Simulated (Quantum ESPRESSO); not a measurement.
## E(θ) between the sublattices of CoO

Aim: the energy of CoO as two sets of moments turn from parallel to opposed.

Main program and level: Quantum ESPRESSO 7.5; LDA with U = 3.5 eV on Co d (ortho-atomic projectors); plane waves with GBRV 1.5 LDA potentials, no spin-orbit coupling.

### Step 1. The structure

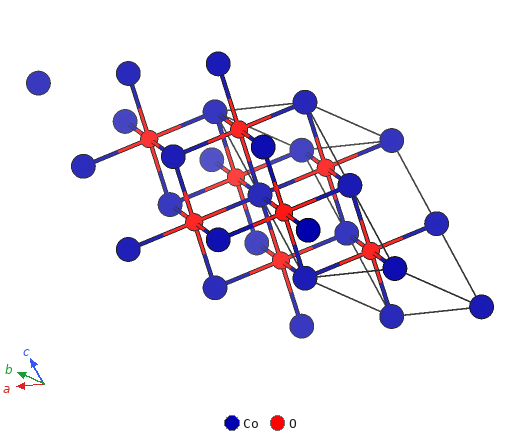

The cell as given, from a free direction (cobalt blue, oxygen red). 2×2×1 cells are drawn. Bonds to atoms that aren't drawn are left out. Some periodic images of atoms are drawn too.

The cell comes from the Crystallography Open Database.

### Step 2. The collinear order that defines the sublattices

Typed as antiferro q=(0,0,1/2) +-. The wavevector q is in fractions of the reciprocal vectors of the crystal's primitive cell, as the cells of these inputs are built from it; moments change sign between cells as cos(2π q·R).

Contents of pw.in:

```
&CONTROL
  calculation = 'scf'
  prefix = 'pwscf'
  outdir = './tmp'
  pseudo_dir = './pseudo'
  disk_io = 'nowf'
/
&SYSTEM
  ibrav = 0
  celldm(1) = 8
  nat = 4
  ntyp = 3
  ecutwfc = 34
  ecutrho = 238
  nbnd = 32
  occupations = 'smearing'
  smearing = 'fd'
  degauss = 0.00999582
  nspin = 2
  starting_magnetization(1) = 0.1765
  starting_magnetization(2) = -0.1765
  starting_magnetization(3) = 0
/
&ELECTRONS
  conv_thr = 4d-08
  electron_maxstep = 150
  mixing_beta = 0.3
/
ATOMIC_SPECIES
Co1    58.9332 co_lda_v1.2.uspp.F.UPF
Co2    58.9332 co_lda_v1.2.uspp.F.UPF
O      15.9990 o_lda_v1.2.uspp.F.UPF
CELL_PARAMETERS alat
   0.0000000000000    0.5034939043300    0.5034939043300
   0.5034939043300    0.0000000000000    0.5034939043300
   1.0069878086600    1.0069878086600    0.0000000000000
ATOMIC_POSITIONS crystal
Co1     0.0000000000    0.0000000000    0.0000000000
Co2     0.0000000000    0.0000000000    0.5000000000
O       0.5000000000    0.5000000000    0.2500000000
O       0.5000000000    0.5000000000    0.7500000000
K_POINTS automatic
6 6 3 0 0 0
HUBBARD {ortho-atomic}
U Co1-3d 3.5000
U Co2-3d 3.5000
```

Run with:

```bash
$ OMP_NUM_THREADS=1 mpirun -n 4 pw.x -nk 4 -in pw.in > pw.out
```

Output:

```text
Program PWSCF v.7.5 starts

     Message from routine setup:
     using ibrav=0 with symmetry is DISCOURAGED, use correct ibrav instead

     K-points division:     npool     =       4
     Subspace diagonalization in iterative solution of the eigenvalue problem:

     G-vector sticks info
     --------------------
     sticks:   dense  smooth     PW     G-vecs:    dense   smooth      PW
     Sum         517     301     97                16077     6977    1297

     Using Slab Decomposition

     bravais-lattice index     =            0
     lattice parameter (alat)  =       8.0000  a.u.
     unit-cell volume          =     261.4042 (a.u.)^3
     number of atoms/cell      =            4
     number of atomic types    =            3
     number of electrons       =        46.00
     number of Kohn-Sham states=           32
     kinetic-energy cutoff     =      34.0000  Ry
     charge density cutoff     =     238.0000  Ry
     scf convergence threshold =      4.0E-08
     mixing beta               =       0.3000
     number of iterations used =            8  plain     mixing
     Exchange-correlation= SLA  PZ   NOGX NOGC
                           (   1   1   0   0   0   0   0)
     Hubbard projectors: ortho-atomic
     Hubbard parameters of DFT+U (Dudarev formulation) in eV:
     U(Co1-3d) =  3.5000
     U(Co2-3d) =  3.5000

     Internal variables: lda_plus_u =T, lda_plus_u_kind = 0

     Internal variables: orbital_resolved =F, hub_pot_fix =F, apply_U = F

     celldm(1)=   8.000000  celldm(2)=   0.000000  celldm(3)=   0.000000
     celldm(4)=   0.000000  celldm(5)=   0.000000  celldm(6)=   0.000000

     crystal axes: (cart. coord. in units of alat)
               a(1) = (   0.000000   0.503494   0.503494 )
               a(2) = (   0.503494   0.000000   0.503494 )
               a(3) = (   1.006988   1.006988   0.000000 )

     reciprocal axes: (cart. coord. in units 2 pi/alat)
               b(1) = ( -0.993061  0.993061  0.993061 )
               b(2) = (  0.993061 -0.993061  0.993061 )
               b(3) = (  0.496530  0.496530 -0.496530 )

     PseudoPot. # 1 for Co read from file:
     co_lda_v1.2.uspp.F.UPF
     Pseudo is Ultrasoft + core correction, Zval = 17.0
     Generated by new atomic code, or converted to UPF format
     Using radial grid of  863 points,  6 beta functions with:
                l(1) =   0
                l(2) =   0
                l(3) =   1
                l(4) =   1
                l(5) =   2
                l(6) =   2
     Q(r) pseudized with  8 coefficients,  rinner =    1.200   1.200   1.200
                                                       1.200   1.200

     PseudoPot. # 2 for Co read from file:
     co_lda_v1.2.uspp.F.UPF
     Pseudo is Ultrasoft + core correction, Zval = 17.0
     Generated by new atomic code, or converted to UPF format
     Using radial grid of  863 points,  6 beta functions with:
                l(1) =   0
                l(2) =   0
                l(3) =   1
                l(4) =   1
                l(5) =   2
                l(6) =   2
     Q(r) pseudized with  8 coefficients,  rinner =    1.200   1.200   1.200
                                                       1.200   1.200

     PseudoPot. # 3 for O  read from file:
     o_lda_v1.2.uspp.F.UPF
     Pseudo is Ultrasoft + core correction, Zval =  6.0
     Generated by new atomic code, or converted to UPF format
     Using radial grid of  737 points,  5 beta functions with:
                l(1) =   0
                l(2) =   0
                l(3) =   1
                l(4) =   1
                l(5) =   2
     Q(r) pseudized with  8 coefficients,  rinner =    0.900   0.900   0.900
                                                       0.900   0.900

     atomic species   valence    mass     pseudopotential
     Co1              17.00    58.93320     Co( 1.00)
     Co2              17.00    58.93320     Co( 1.00)
     O                 6.00    15.99900     O ( 1.00)

     Starting magnetic structure
     atomic species   magnetization
     Co1             0.176
     Co2            -0.176
     O               0.000

     12 Sym. Ops., with inversion, found

   Cartesian axes

     site n.     atom                  positions (alat units)
         1        Co1    tau(   1) = (   0.0000000   0.0000000   0.0000000  )
         2        Co2    tau(   2) = (   0.5034939   0.5034939   0.0000000  )
         3        O      tau(   3) = (   0.5034939   0.5034939   0.5034939  )
         4        O      tau(   4) = (   1.0069878   1.0069878   0.5034939  )

     number of k points=    16  Fermi-Dirac smearing, width (Ry)=  0.0100
                       cart. coord. in units 2pi/alat
        k(    1) = (   0.0000000   0.0000000   0.0000000), wk =   0.0092593
        k(    2) = (   0.1655101   0.1655101  -0.1655101), wk =   0.0185185
        k(    3) = (   0.1655101  -0.1655101   0.1655101), wk =   0.0555556
        k(    4) = (   0.3310202   0.0000000  -0.0000000), wk =   0.0555556
        k(    5) = (  -0.0000000  -0.3310202   0.3310202), wk =   0.0555556
        [... 11 further k-points ...]

     Dense  grid:    16077 G-vectors     FFT dimensions: (  27,  27,  60)

     Smooth grid:     6977 G-vectors     FFT dimensions: (  24,  24,  45)

     Check: negative core charge=   -0.000023
     Generating pointlists ...
     new r_m :   0.2077 (alat units)  1.6615 (a.u.) for type    1
     new r_m :   0.2077 (alat units)  1.6615 (a.u.) for type    2
     new r_m :   0.2077 (alat units)  1.6615 (a.u.) for type    3

     Initial potential from superposition of free atoms

     starting charge      44.0000, renormalised to      46.0000

     STARTING HUBBARD OCCUPATIONS:

     =================== HUBBARD OCCUPATIONS ===================
     ------------------------ ATOM    1 ------------------------
     Tr[ns(  1)] (up, down, total) =   5.00000  2.00000  7.00000
     Atomic magnetic moment for atom   1 =   3.00000
     [... lines left out ...]
     ------------------------ ATOM    2 ------------------------
     Tr[ns(  2)] (up, down, total) =   2.00000  5.00000  7.00000
     Atomic magnetic moment for atom   2 =  -3.00000
     [... lines left out ...]
     Number of occupied Hubbard levels =   14.0000

     Atomic wfc used for Hubbard projectors are orthogonalized

     Starting wfcs are   34 randomized atomic wfcs

     Self-consistent Calculation

     iteration #  1     ecut=    34.00 Ry     beta= 0.30
     Davidson diagonalization with overlap
     ethr =  1.00E-02,  avg # of iterations =  2.7

     =================== HUBBARD OCCUPATIONS ===================
     ------------------------ ATOM    1 ------------------------
     Tr[ns(  1)] (up, down, total) =   4.59641  0.99675  5.59317
     Atomic magnetic moment for atom   1 =   3.59966
     [... lines left out ...]
     ------------------------ ATOM    2 ------------------------
     Tr[ns(  2)] (up, down, total) =   0.99662  4.59648  5.59310
     Atomic magnetic moment for atom   2 =  -3.59986
     [... lines left out ...]
     Number of occupied Hubbard levels =   11.1863

     total energy              =    -657.31491002 Ry
     estimated scf accuracy    <      11.85590200 Ry

     total magnetization       =     0.00 Bohr mag/cell
     absolute magnetization    =     7.33 Bohr mag/cell

     iteration #  2     ecut=    34.00 Ry     beta= 0.30
     Davidson diagonalization with overlap
     ethr =  1.00E-02,  avg # of iterations =  2.6

     total energy              =    -659.24075577 Ry
     estimated scf accuracy    <       9.96401363 Ry

     total magnetization       =    -0.00 Bohr mag/cell
     absolute magnetization    =     2.24 Bohr mag/cell

     iteration #  3     ecut=    34.00 Ry     beta= 0.30
     Davidson diagonalization with overlap
     ethr =  1.00E-02,  avg # of iterations =  2.0

     total energy              =    -660.78885469 Ry
     estimated scf accuracy    <       0.35537617 Ry

     total magnetization       =     0.00 Bohr mag/cell
     absolute magnetization    =     5.67 Bohr mag/cell

     [... further iterations left out ...]

     iteration # 17     ecut=    34.00 Ry     beta= 0.30
     Davidson diagonalization with overlap
     ethr =  1.33E-08,  avg # of iterations =  1.5

     total energy              =    -660.84147375 Ry
     estimated scf accuracy    <       0.00000245 Ry

     total magnetization       =     0.00 Bohr mag/cell
     absolute magnetization    =     5.32 Bohr mag/cell

     iteration # 18     ecut=    34.00 Ry     beta= 0.30
     Davidson diagonalization with overlap
     ethr =  5.32E-09,  avg # of iterations =  1.0

     total energy              =    -660.84147436 Ry
     estimated scf accuracy    <       0.00000040 Ry

     total magnetization       =     0.00 Bohr mag/cell
     absolute magnetization    =     5.32 Bohr mag/cell

     iteration # 19     ecut=    34.00 Ry     beta= 0.30
     Davidson diagonalization with overlap
     ethr =  8.67E-10,  avg # of iterations =  1.1

     total energy              =    -660.84147435 Ry
     estimated scf accuracy    <       0.00000016 Ry

     total magnetization       =     0.00 Bohr mag/cell
     absolute magnetization    =     5.32 Bohr mag/cell

     iteration # 20     ecut=    34.00 Ry     beta= 0.30
     Davidson diagonalization with overlap
     ethr =  3.58E-10,  avg # of iterations =  1.0

     Magnetic moment per site  (integrated on atomic sphere of radius R)
     atom   1 (R=0.208)  charge= 14.6146  magn=  2.5009
     atom   2 (R=0.208)  charge= 14.6146  magn= -2.5009
     atom   3 (R=0.208)  charge=  5.7383  magn= -0.0000
     atom   4 (R=0.208)  charge=  5.7383  magn= -0.0000

     End of self-consistent calculation

     =================== HUBBARD OCCUPATIONS ===================
     ------------------------ ATOM    1 ------------------------
     Tr[ns(  1)] (up, down, total) =   4.95524  2.37946  7.33470
     Atomic magnetic moment for atom   1 =   2.57577
     [... lines left out ...]
     ------------------------ ATOM    2 ------------------------
     Tr[ns(  2)] (up, down, total) =   2.37946  4.95524  7.33470
     Atomic magnetic moment for atom   2 =  -2.57579
     [... lines left out ...]
     Number of occupied Hubbard levels =   14.6694

     [... lines left out ...]
     the Fermi energy is    12.7933 ev

!    total energy              =    -660.84147436 Ry
     estimated scf accuracy    <       0.00000001 Ry
     smearing contrib. (-TS)   =      -0.02508751 Ry
     internal energy E=F+TS    =    -660.81638686 Ry

     The total energy is F=E-TS. E is the sum of the following terms:
     one-electron contribution =    -366.21674443 Ry
     hartree contribution      =     209.09084723 Ry
     xc contribution           =     -78.81126920 Ry
     ewald contribution        =    -425.12572346 Ry
     Hubbard energy            =       0.24650301 Ry

     total magnetization       =    -0.00 Bohr mag/cell
     absolute magnetization    =     5.32 Bohr mag/cell

     convergence has been achieved in  20 iterations

=------------------------------------------------------------------------------=
   JOB DONE.
=------------------------------------------------------------------------------=
```

Elapsed: 12 s, on 4 MPI ranks of Arm Neoverse V1, shared host; peak memory 0.3 GiB.

Spin moment in the atom's sphere by atom:

```tsv
atom	spin moment in the atom's sphere (μB)
Co1	2.50
Co2	-2.50
O3	0.00
O4	0.00
```

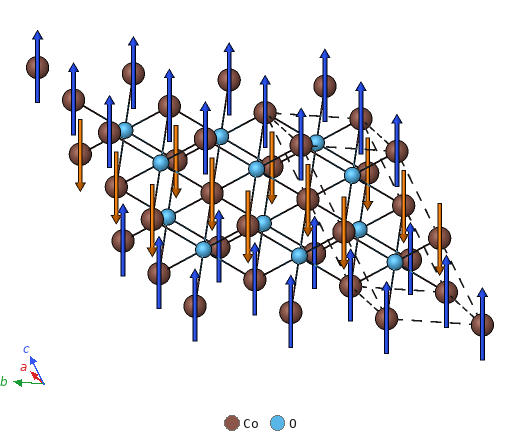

Spin moment in the atom's sphere as arrows, the longest 2.50 μB. Up and down stand for the sign. Arrows give size and sign along the axis of quantisation, drawn up and down the page. The two directions have two colours. Bonds to atoms that aren't drawn are left out. 2×3×1 cells are drawn. Some periodic images of atoms are drawn too.

This step gave:

```yaml
smearing_term_ts: 0.3413 eV
magnetization: 0 μB
absolute_magnetization: 5.323 μB
final_state: antiferromagnetic
```

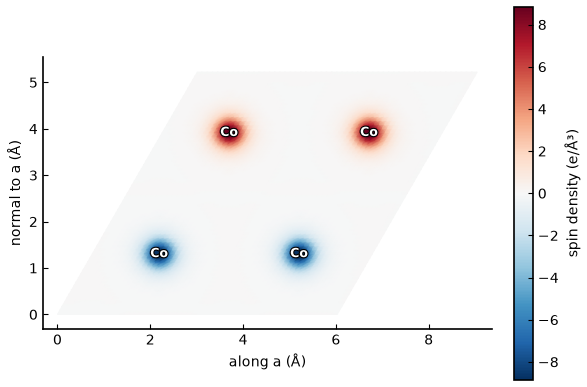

Spin density in the ac plane at fractional y = 0.000, with atoms of Co within 0.2 Å of it. The map starts off the cell's origin, so that atoms lie inside it.

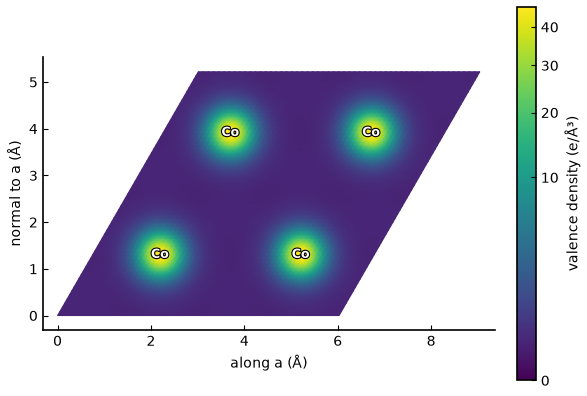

Valence density in the ac plane at fractional y = 0.000, with atoms of Co within 0.2 Å of it. It is the smooth field of the valence electrons, not physical close to the nuclei. The map starts off the cell's origin, so that atoms lie inside it. The colour scale is stretched toward low values.

### Step 3. The parallel state in the same cell

This run has no penalty. It is needed because the penalty of the later runs acts on every atom: an induced moment is typed with its parallel value times cos(θ/2) along z and its opposed value times sin(θ/2) along x, rounded to 0.01 μB.

Contents of pw.in:

```
&CONTROL
  calculation = 'scf'
  prefix = 'pwscf'
  outdir = './tmp'
  pseudo_dir = './pseudo'
  disk_io = 'nowf'
/
&SYSTEM
  ibrav = 0
  celldm(1) = 8
  nat = 4
  ntyp = 2
  ecutwfc = 34
  ecutrho = 238
  nbnd = 35
  occupations = 'smearing'
  smearing = 'fd'
  degauss = 0.00999582
  nspin = 2
  starting_magnetization(1) = 0.1765
  starting_magnetization(2) = 0
/
&ELECTRONS
  conv_thr = 4d-08
  electron_maxstep = 150
  mixing_beta = 0.3
/
ATOMIC_SPECIES
Co     58.9332 co_lda_v1.2.uspp.F.UPF
O      15.9990 o_lda_v1.2.uspp.F.UPF
CELL_PARAMETERS alat
   0.0000000000000    0.5034939043300    0.5034939043300
   0.5034939043300    0.0000000000000    0.5034939043300
   1.0069878086600    1.0069878086600    0.0000000000000
ATOMIC_POSITIONS crystal
Co      0.0000000000    0.0000000000    0.0000000000
Co      0.0000000000    0.0000000000    0.5000000000
O       0.5000000000    0.5000000000    0.2500000000
O       0.5000000000    0.5000000000    0.7500000000
K_POINTS automatic
6 6 3 0 0 0
HUBBARD {ortho-atomic}
U Co-3d 3.5000
```

Output:

```text
     [... lines left out ...]
Program PWSCF v.7.5 starts
     [... lines left out ...]
     number of atoms/cell      =            4
     [... lines left out ...]
     number of electrons       =        46.00
     number of Kohn-Sham states=           35
     kinetic-energy cutoff     =      34.0000  Ry
     charge density cutoff     =     238.0000  Ry
     scf convergence threshold =      4.0E-08
     [... lines left out ...]
     12 Sym. Ops., with inversion, found
     [... lines left out ...]
     number of k points=    16  Fermi-Dirac smearing, width (Ry)=  0.0100
     [... lines left out ...]
     iteration # 18     ecut=    34.00 Ry     beta= 0.30
     [... lines left out ...]
     Magnetic moment per site  (integrated on atomic sphere of radius R)
     atom   1 (R=0.208)  charge= 14.6087  magn=  2.5232
     atom   2 (R=0.208)  charge= 14.6088  magn=  2.5231
     atom   3 (R=0.208)  charge=  5.7424  magn=  0.2504
     atom   4 (R=0.208)  charge=  5.7424  magn=  0.2504
     [... lines left out ...]
     Tr[ns(  1)] (up, down, total) =   4.95389  2.36849  7.32238
     [... lines left out ...]
     Tr[ns(  2)] (up, down, total) =   4.95389  2.36857  7.32246
     [... lines left out ...]
     the Fermi energy is    12.8025 ev
!    total energy              =    -660.83469987 Ry
     estimated scf accuracy    <       0.00000002 Ry
     smearing contrib. (-TS)   =      -0.02647598 Ry
     [... lines left out ...]
     total magnetization       =     5.77 Bohr mag/cell
     absolute magnetization    =     5.80 Bohr mag/cell
     convergence has been achieved in  18 iterations
```

It took 10 s on 4 MPI ranks; peak memory 0.29 GiB.

Spin moment in the atom's sphere by atom:

```tsv
atom	spin moment in the atom's sphere (μB)
Co1	2.52
Co2	2.52
O3	0.25
O4	0.25
```

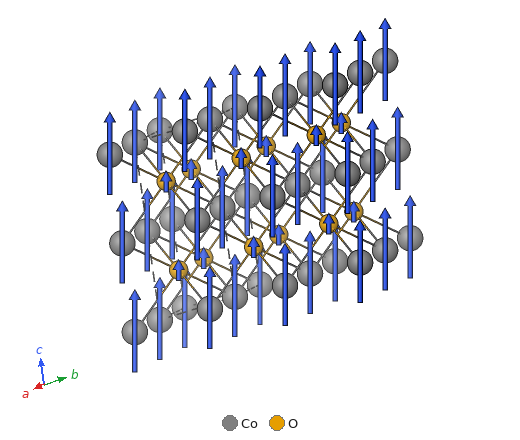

Spin moment in the atom's sphere as arrows, the longest 2.52 μB. Up and down stand for the sign. Arrows give size and sign along the axis of quantisation, drawn up and down the page. Each arrow also spans its atom, so small moments look longer than they are. Bonds to atoms that aren't drawn are left out. 2×3×1 cells are drawn. Some periodic images of atoms are drawn too.

Read from the output:

```yaml
smearing_term_ts: 0.3602 eV
magnetization: 5.768 μB
absolute_magnetization: 5.802 μB
final_state: ferromagnetic
```

[end of part 1 of 3]

[Logs and program files are shortened in this print: banners, set-up blocks, solver, clock and traceback lines can be left out without a mark of their own.]

[Logs are printed without paths, hosts, clocks, repeated set-up lines and the standing remarks that a program may print on its own settings, such as how far it seeks lower states.]

[Hosts, paths, dates, database ids (printed as entryN), source tags and the programs' standing remarks are cut or masked in the printed files.]

[Where a cell is said to come from a database of computed structures, the database is the Materials Project.]
